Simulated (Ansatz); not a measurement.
**H$_{2}$O$_{4}$Ta (charge −1): density, localisation and related maps**

Input file:

```
crystal:
  periodic: [false, false, false]
  atoms:
    - {symbol: Ta, position_ang: [0.184407, 0.085095, 0.394026]}
    - {symbol: O, position_ang: [0.288746, 0.409683, 2.158403]}
    - {symbol: O, position_ang: [1.826186, 0.079578, -0.336726]}
    - {symbol: O, position_ang: [-0.901468, 1.532315, -0.482942]}
    - {symbol: H, position_ang: [-0.536301, 1.915103, -1.295926]}
    - {symbol: O, position_ang: [-0.651776, -1.719671, 0.100269]}
    - {symbol: H, position_ang: [-0.209793, -2.302114, -0.537102]}
basis:
  gaussian: {orbitals: def2-TZVPD, initial_orbitals: start.molden}
total_charge: -1
hamiltonian: {xc: pbe0, dispersion: d4}
scf: {omitted_lower_state_checks: [starts]}
output: {orbitals: {seedname: orbitals}}
```

Launched as:

```sh
ansatz run in.yaml --threads 4 --pin off --events-out ev --progress --plain --max-ram 3916MiB
```

Geometry: PBE-D4/def2-SVPD; core potentials replace the inner electrons of Ta.

Level of theory: RKS PBE0-D4/def2-TZVPD in Ansatz.

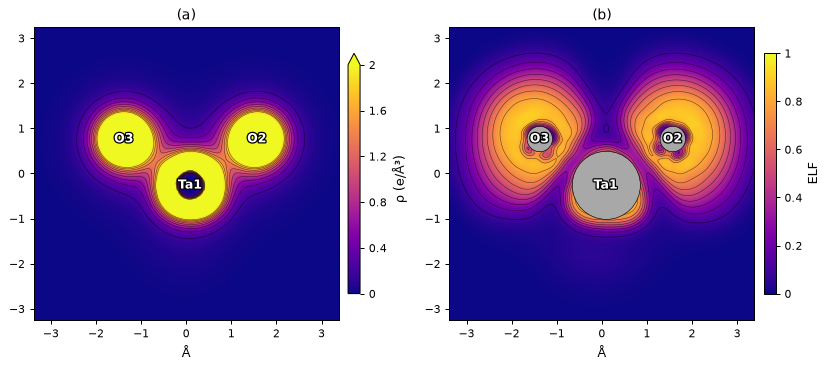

Figure 1. (a) electron density; (b) electron localisation function on the plane of atoms O2, Ta1 and O3. Grey discs cover the atomic cores in the ELF map.

Read the bonding off the picture.

- The section cuts through Ta and O sites.
- Ta–O (1.80 Å): ρ is about 1.4 e/Å³ halfway; the ELF peaks at about 0.80 in the valence shell of O, 0.6 Å from its nucleus, and drops to about 0.30 between the two atoms.

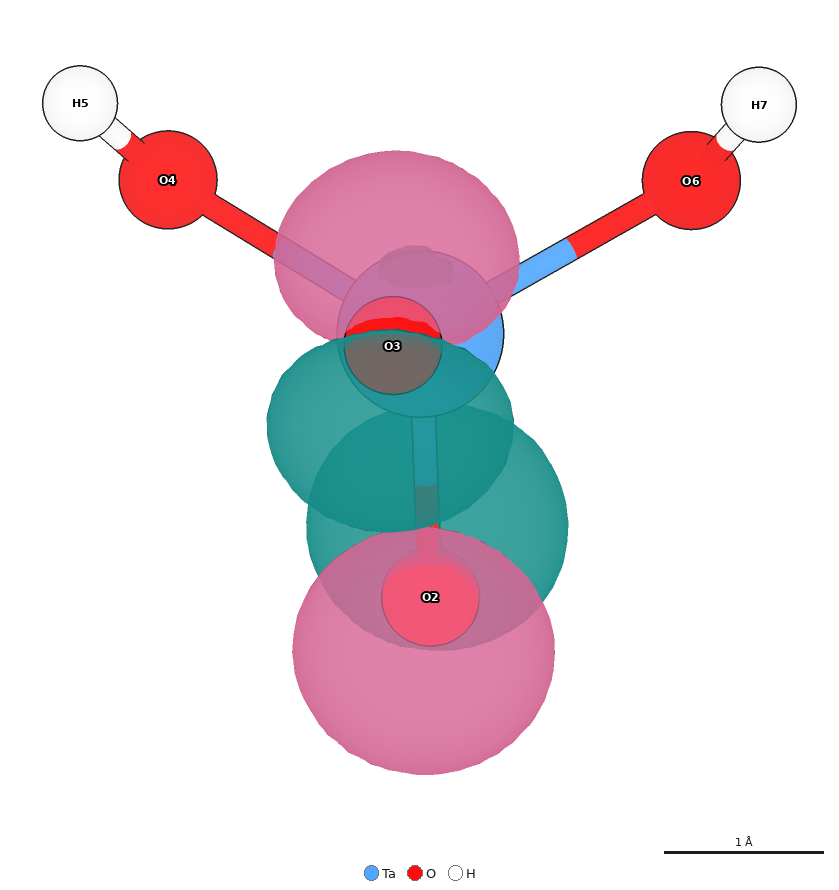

Figure 2. The HOMO at ±0.15 Å⁻³ᐟ² (teal and pink are the two phases), seen across its widest extent.

Where does this orbital lie, and at what energy?

By Hirshfeld shares it lies mainly on O2 (about 50 %) and O3 (about 40 %); largely a combination of lone pairs on O2 and O3. Its energy is −2.46 eV.
